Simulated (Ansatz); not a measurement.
# BGeH₄ (doublet): wB97M-V, B2PLYP, RPA-PBE over vertical spin and charge gaps and displaced geometries, cc-pVDZ, part 2 of 2

Ansatz 0.2.0, Gaussian basis; cc-pVDZ, all electrons in the functionals, frozen cores in the correlation of double hybrids and RPA. Earlier steps stand in the parts before.

### 12 B2PLYP, displaced geometry v1

Input file in.yaml:

```yaml
crystal:
  periodic: [false, false, false]
  atoms:
    - {symbol: Ge, position_ang: [0.001726, 0.001954, 0.285917]}
    - {symbol: B, position_ang: [0.000893, -0.014189, -1.698793]}
    - {symbol: H, position_ang: [0.048857, 1.300379, 1.116798]}
    - {symbol: H, position_ang: [-0.053920, -1.272951, 1.146600]}
    - {symbol: H, position_ang: [-0.096304, 1.040855, -2.342502]}
    - {symbol: H, position_ang: [-0.032594, -1.056901, -2.305318]}
basis:
  gaussian: {orbitals: cc-pVDZ}
magnetization: {spin_polarized: true, initial_magnetization: 1}
hamiltonian: {xc: {name: B2PLYP}}
correlation: {electrons: outside_noble_gas}
```

Command:

```sh
> ansatz run in.yaml --threads 1 --pin off --events-out ev --progress --plain --max-ram 2393MiB
```

The program printed, shortened:

```text
Functional definition: B2PLYP
  name "B2PLYP"
  cite "Grimme, J. Chem. Phys. 124, 034108 (2006) doi:10.1063/1.2148954"
  cite "Becke, Phys. Rev. A 38, 3098 (1988) doi:10.1103/PhysRevA.38.3098"
  cite "Lee, Yang & Parr, Phys. Rev. B 37, 785 (1988) doi:10.1103/PhysRevB.37.785"
[...]
630 factors; integrals over basis functions are off by at most 1.1e-3 eV
[...]
mean field -57242.75323608 eV, -2103.6323808942 hartree, gradient 4.3e-6 eV, S^2 0.753877; 0 other end points of the search recorded, 0 dependent functions left out
15 core orbitals not correlated: weight in the atoms' cores, before any rotation towards them, 0.999 or more for the frozen orbitals, at most 0.000 for the correlated occupied ones
reference -57242.75337915 eV, -2103.6323861521 hartree; 6, 5 occupied and 40, 41 virtual orbitals, 630 factors
second order -5.81361509 eV of doubles, -0.00000000 eV of singles
Total energy: -57244.32305523 eV, -2103.6900706839 hartree
```

Run time: 2.2 s. Hardware: 1 thread of AMD EPYC 7R43, shared host.

From the report: ⟨S²⟩ of the determinant 0.754 (pure doublet: 0.75).

From charge 0, doublet: +0.033 eV.

### 13 B2PLYP, displaced geometry v2

Input file in.yaml:

```yaml
crystal:
  periodic: [false, false, false]
  atoms:
    - {symbol: Ge, position_ang: [0.022406, 0.002191, 0.282265]}
    - {symbol: B, position_ang: [-0.142468, 0.010565, -1.679698]}
    - {symbol: H, position_ang: [-0.065848, 1.233399, 1.170326]}
    - {symbol: H, position_ang: [0.017261, -1.332386, 1.188540]}
    - {symbol: H, position_ang: [-0.085798, 0.946108, -2.351956]}
    - {symbol: H, position_ang: [0.047732, -1.118367, -2.332990]}
basis:
  gaussian: {orbitals: cc-pVDZ}
magnetization: {spin_polarized: true, initial_magnetization: 1}
hamiltonian: {xc: {name: B2PLYP}}
correlation: {electrons: outside_noble_gas}
```

Same command.

The program printed, shortened:

```text
Functional definition: B2PLYP
  name "B2PLYP"
  cite "Grimme, J. Chem. Phys. 124, 034108 (2006) doi:10.1063/1.2148954"
  cite "Becke, Phys. Rev. A 38, 3098 (1988) doi:10.1103/PhysRevA.38.3098"
  cite "Lee, Yang & Parr, Phys. Rev. B 37, 785 (1988) doi:10.1103/PhysRevB.37.785"
[...]
630 factors; integrals over basis functions are off by at most 1.2e-3 eV
[...]
mean field -57242.49567357 eV, -2103.6229156466 hartree, gradient 4.3e-6 eV, S^2 0.754152; 0 other end points of the search recorded, 0 dependent functions left out
15 core orbitals not correlated: weight in the atoms' cores, before any rotation towards them, 0.999 or more for the frozen orbitals, at most 0.000 for the correlated occupied ones
reference -57242.49581773 eV, -2103.6229209445 hartree; 6, 5 occupied and 40, 41 virtual orbitals, 630 factors
second order -5.84058131 eV of doubles, -0.00000000 eV of singles
Total energy: -57244.07277469 eV, -2103.6808730436 hartree
```

It took 2.2 s on 1 thread of AMD EPYC 7R43, shared host.

From the report: ⟨S²⟩ of the determinant 0.754 (pure doublet: 0.75).

From charge 0, doublet: +0.283 eV.

### 14 RPA-PBE, charge 0, doublet

Input file in.yaml:

```yaml
crystal:
  periodic: [false, false, false]
  atoms:
    - {symbol: Ge, position_ang: [0.000000, 0.000000, 0.282333]}
    - {symbol: B, position_ang: [0.000000, 0.000000, -1.691224]}
    - {symbol: H, position_ang: [0.000000, 1.255258, 1.166980]}
    - {symbol: H, position_ang: [0.000000, -1.255258, 1.166980]}
    - {symbol: H, position_ang: [0.000000, 1.042369, -2.270633]}
    - {symbol: H, position_ang: [0.000000, -1.042369, -2.270633]}
basis:
  gaussian: {orbitals: cc-pVDZ}
magnetization: {spin_polarized: true, initial_magnetization: 1}
hamiltonian: {xc: {name: PBE}}
correlation: {method: rpa, electrons: outside_noble_gas}
```

Same command.

The program printed, shortened:

```text
Functional definition: PBE
  name "PBE"
  cite "Perdew, Burke & Ernzerhof, Phys. Rev. Lett. 77, 3865 (1996) doi:10.1103/PhysRevLett.77.3865"
  parent pbe
[...]
630 factors; integrals over basis functions are off by at most 1.1e-3 eV
[...]
mean field -57246.78968457 eV, -2103.7807176401 hartree, gradient 5.1e-6 eV, S^2 0.752352; 1 other end points of the search recorded, 0 dependent functions left out
15 core orbitals not correlated: weight in the atoms' cores, before any rotation towards them, 0.998 or more for the frozen orbitals, at most 0.001 for the correlated occupied ones
reference -57205.42349393 eV, -2102.2605381733 hartree; 6, 5 occupied and 40, 41 virtual orbitals, 630 factors
Total energy: -57215.12135611 eV, -2102.6169280348 hartree
```

Run time: 1.9 s. Hardware: 1 thread of AMD EPYC 7R43, shared host.

From the report: ⟨S²⟩ of the determinant 0.752 (pure doublet: 0.75).

### 15 RPA-PBE, charge 0, quartet

Changes to in.yaml since step 14:

```diff
@@ -11,3 +11,3 @@
   gaussian: {orbitals: cc-pVDZ}
-magnetization: {spin_polarized: true, initial_magnetization: 1}
+magnetization: {spin_polarized: true, initial_magnetization: 3}
 hamiltonian: {xc: {name: PBE}}
```

The command is unchanged.

The program printed, shortened:

```text
Functional definition: PBE
  name "PBE"
  cite "Perdew, Burke & Ernzerhof, Phys. Rev. Lett. 77, 3865 (1996) doi:10.1103/PhysRevLett.77.3865"
  parent pbe
[...]
630 factors; integrals over basis functions are off by at most 1.1e-3 eV
[...]
mean field -57241.81958897 eV, -2103.5980699957 hartree, gradient 5.4e-6 eV, S^2 3.755479; 14 other end points of the search recorded, 0 dependent functions left out
15 core orbitals not correlated: weight in the atoms' cores, before any rotation towards them, 0.998 or more for the frozen orbitals, at most 0.001 for the correlated occupied ones
reference -57200.28568456 eV, -2102.0717271615 hartree; 7, 4 occupied and 39, 42 virtual orbitals, 630 factors
Total energy: -57209.90590295 eV, -2102.4252636666 hartree
```

It took 12 s on 1 thread of AMD EPYC 7R43, shared host.

From the report: ⟨S²⟩ of the determinant 3.755 (pure quartet: 3.75).

From charge 0, doublet: +5.215 eV.

### 16 RPA-PBE, charge 1, singlet

Changes to in.yaml since step 15:

```diff
@@ -11,3 +11,3 @@
   gaussian: {orbitals: cc-pVDZ}
-magnetization: {spin_polarized: true, initial_magnetization: 3}
+total_charge: 1
 hamiltonian: {xc: {name: PBE}}
```

The command is unchanged.

The program printed, shortened:

```text
Functional definition: PBE
  name "PBE"
  cite "Perdew, Burke & Ernzerhof, Phys. Rev. Lett. 77, 3865 (1996) doi:10.1103/PhysRevLett.77.3865"
  parent pbe
[...]
630 factors; integrals over basis functions are off by at most 1.1e-3 eV
[...]
mean field -57238.28493055 eV, -2103.4681736949 hartree, gradient 1.0e-6 eV, S^2 0.000000; 0 other end points of the search recorded, 0 dependent functions left out
15 core orbitals not correlated: weight in the atoms' cores, before any rotation towards them, 0.998 or more for the frozen orbitals, at most 0.001 for the correlated occupied ones
reference -57197.94319325 eV, -2101.9856421935 hartree; 5, 5 occupied and 41, 41 virtual orbitals, 630 factors
Total energy: -57206.79868868 eV, -2102.3110756482 hartree
```

Run time: 1.4 s. Hardware: 1 thread of AMD EPYC 7R43, shared host.

From charge 0, doublet: +8.323 eV.

### 17 RPA-PBE, charge 1, triplet

Changes to in.yaml since step 16:

```diff
@@ -12,2 +12,3 @@
 total_charge: 1
+magnetization: {spin_polarized: true, initial_magnetization: 2}
 hamiltonian: {xc: {name: PBE}}
```

Launched as before.

The program printed, shortened:

```text
Functional definition: PBE
  name "PBE"
  cite "Perdew, Burke & Ernzerhof, Phys. Rev. Lett. 77, 3865 (1996) doi:10.1103/PhysRevLett.77.3865"
  parent pbe
[...]
630 factors; integrals over basis functions are off by at most 1.1e-3 eV
[...]
mean field -57236.08840054 eV, -2103.3874527058 hartree, gradient 4.7e-6 eV, S^2 2.002194; 7 other end points of the search recorded, 0 dependent functions left out
15 core orbitals not correlated: weight in the atoms' cores, before any rotation towards them, 0.998 or more for the frozen orbitals, at most 0.001 for the correlated occupied ones
reference -57194.91821758 eV, -2101.8744763881 hartree; 6, 4 occupied and 40, 42 virtual orbitals, 630 factors
Total energy: -57204.26777431 eV, -2102.2180662604 hartree
```

It took 6.5 s on 1 thread of AMD EPYC 7R43, shared host.

From the report: ⟨S²⟩ of the determinant 2.002 (pure triplet: 2.00).

From charge 0, doublet: +10.854 eV.

### 18 RPA-PBE, displaced geometry v1

Input file in.yaml:

```yaml
crystal:
  periodic: [false, false, false]
  atoms:
    - {symbol: Ge, position_ang: [0.001726, 0.001954, 0.285917]}
    - {symbol: B, position_ang: [0.000893, -0.014189, -1.698793]}
    - {symbol: H, position_ang: [0.048857, 1.300379, 1.116798]}
    - {symbol: H, position_ang: [-0.053920, -1.272951, 1.146600]}
    - {symbol: H, position_ang: [-0.096304, 1.040855, -2.342502]}
    - {symbol: H, position_ang: [-0.032594, -1.056901, -2.305318]}
basis:
  gaussian: {orbitals: cc-pVDZ}
magnetization: {spin_polarized: true, initial_magnetization: 1}
hamiltonian: {xc: {name: PBE}}
correlation: {method: rpa, electrons: outside_noble_gas}
```

Same command.

The program printed, shortened:

```text
Functional definition: PBE
  name "PBE"
  cite "Perdew, Burke & Ernzerhof, Phys. Rev. Lett. 77, 3865 (1996) doi:10.1103/PhysRevLett.77.3865"
  parent pbe
[...]
630 factors; integrals over basis functions are off by at most 1.1e-3 eV
[...]
mean field -57246.77289025 eV, -2103.7801004604 hartree, gradient 3.7e-6 eV, S^2 0.752412; 1 other end points of the search recorded, 0 dependent functions left out
15 core orbitals not correlated: weight in the atoms' cores, before any rotation towards them, 0.998 or more for the frozen orbitals, at most 0.001 for the correlated occupied ones
reference -57205.38105333 eV, -2102.2589785098 hartree; 6, 5 occupied and 40, 41 virtual orbitals, 630 factors
Total energy: -57215.11678465 eV, -2102.6167600368 hartree
```

It took 2 s on 1 thread of AMD EPYC 7R43, shared host.

From the report: ⟨S²⟩ of the determinant 0.752 (pure doublet: 0.75).

From charge 0, doublet: +0.005 eV.

### 19 RPA-PBE, displaced geometry v2

Input file in.yaml:

```yaml
crystal:
  periodic: [false, false, false]
  atoms:
    - {symbol: Ge, position_ang: [0.022406, 0.002191, 0.282265]}
    - {symbol: B, position_ang: [-0.142468, 0.010565, -1.679698]}
    - {symbol: H, position_ang: [-0.065848, 1.233399, 1.170326]}
    - {symbol: H, position_ang: [0.017261, -1.332386, 1.188540]}
    - {symbol: H, position_ang: [-0.085798, 0.946108, -2.351956]}
    - {symbol: H, position_ang: [0.047732, -1.118367, -2.332990]}
basis:
  gaussian: {orbitals: cc-pVDZ}
magnetization: {spin_polarized: true, initial_magnetization: 1}
hamiltonian: {xc: {name: PBE}}
correlation: {method: rpa, electrons: outside_noble_gas}
```

Launched as before.

The program printed, shortened:

```text
Functional definition: PBE
  name "PBE"
  cite "Perdew, Burke & Ernzerhof, Phys. Rev. Lett. 77, 3865 (1996) doi:10.1103/PhysRevLett.77.3865"
  parent pbe
[...]
630 factors; integrals over basis functions are off by at most 1.2e-3 eV
[...]
mean field -57246.54771389 eV, -2103.7718253816 hartree, gradient 2.9e-6 eV, S^2 0.752552; 1 other end points of the search recorded, 0 dependent functions left out
15 core orbitals not correlated: weight in the atoms' cores, before any rotation towards them, 0.998 or more for the frozen orbitals, at most 0.001 for the correlated occupied ones
reference -57205.09734319 eV, -2102.2485523544 hartree; 6, 5 occupied and 40, 41 virtual orbitals, 630 factors
Total energy: -57214.87709193 eV, -2102.6079514919 hartree
```

Wall time 2 s (1 thread of AMD EPYC 7R43, shared host).

From the report: ⟨S²⟩ of the determinant 0.753 (pure doublet: 0.75).

From charge 0, doublet: +0.244 eV.

### 20 Against the wave-function levels

The yardstick is UCCSDT(Q), where the cluster series has nearly closed. It comes from earlier runs at the same points. Energies in eV, counted from charge 0, doublet; blanks weren't run or aren't comparable.

| level | doublet to quartet | ionisation to the singlet cation | ionisation to the triplet cation | displacement v1 | displacement v2 |
| --- | --- | --- | --- | --- | --- |
| UCCSDT(Q) | 5.249 | 8.153 | 10.850 | 0.015 | 0.264 |
| wB97M-V | 5.333 | 8.250 | 11.003 | 0.038 | 0.288 |
| B2PLYP | 5.342 | 8.240 | 10.928 | 0.033 | 0.283 |
| RPA-PBE | 5.215 | 8.323 | 10.854 | 0.005 | 0.244 |

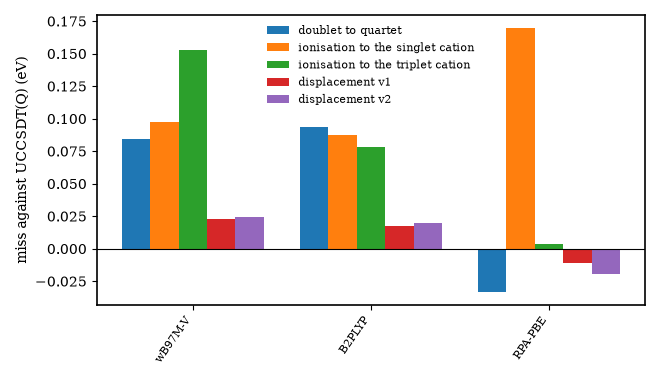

Misses of the gaps against UCCSDT(Q).

Largest miss and mean time a point (UCCSDT(Q) took 54 s a point; shared hosts):

| level | largest miss (eV) | where | time a point |
| --- | --- | --- | --- |
| wB97M-V | +0.153 | ionisation to the triplet cation | 9.8 s |
| B2PLYP | +0.093 | doublet to quartet | 3.2 s |
| RPA-PBE | +0.170 | ionisation to the singlet cation | 4.2 s |

### 21 Outcome

What follows sums up all 2 parts.

```
                                   quantity                                         value
              doublet to quartet, UCCSDT(Q)                                      5.249 eV
ionisation to the singlet cation, UCCSDT(Q)                                      8.153 eV
ionisation to the triplet cation, UCCSDT(Q)                                     10.850 eV
                 displacement v1, UCCSDT(Q)                                      0.015 eV
                 displacement v2, UCCSDT(Q)                                      0.264 eV
                      largest miss, wB97M-V  +0.153 eV (ionisation to the triplet cation)
                       largest miss, B2PLYP                +0.093 eV (doublet to quartet)
                      largest miss, RPA-PBE  +0.170 eV (ionisation to the singlet cation)
```

**Reading.** Of the functionals, B2PLYP keep the smallest largest miss at the points compared (at most 0.093 eV) and RPA-PBE strays most (0.170 eV, at ionisation to the singlet cation). Functionals and the yardstick converge differently with the basis, so part of each miss in cc-pVDZ is the basis.
